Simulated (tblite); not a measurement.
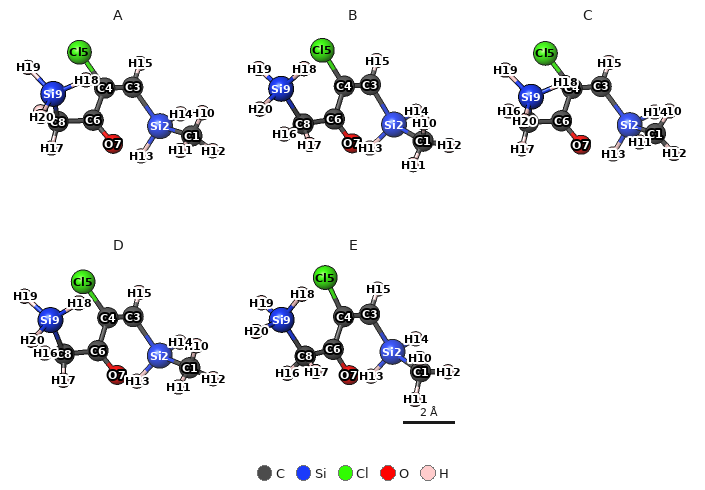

5 geometries from one relaxation of C₅H₁₁ClOSi₂, in shuffled order. Style: ball-and-stick. Shown at a tilt.

All numbers below come from GFN2-xTB geometry optimisation, gas phase (tblite 0.8.0). 

> Order the frames from highest to lowest energy.

E, B, D, A, C. They are steps 0, 64, 72, 91, 173, at +0.882 eV, +0.292 eV, +0.198 eV, +0.037 eV relative to the last. The atom that moves furthest after the best rigid fit is H17 (1.70 Å). By element the largest moves are H 1.70 Å, Cl 0.94 Å, C 0.78 Å, Si 0.74 Å, O 0.13 Å. Some distances before and after: Cl5–Si9 2.861 → 3.225 Å, C8–Si9 1.823 → 1.930 Å, Si2–C3 1.838 → 1.899 Å, C6–O7 1.275 → 1.221 Å. Bond angles that change, for instance: C6–C8–Si9 117.6° → 108.9°, Cl5–C4–C6 125.1° → 116.8°, C3–C4–Cl5 115.5° → 123.2°. Groups turn about C6–C8 by about 70°, C1–Si2 by about 55°, C8–Si9 by about 55°. The energy falls by 0.882 eV in 173 geometry steps. Cost: 3.2 s on 1 thread of Arm Neoverse N1, on a shared host.
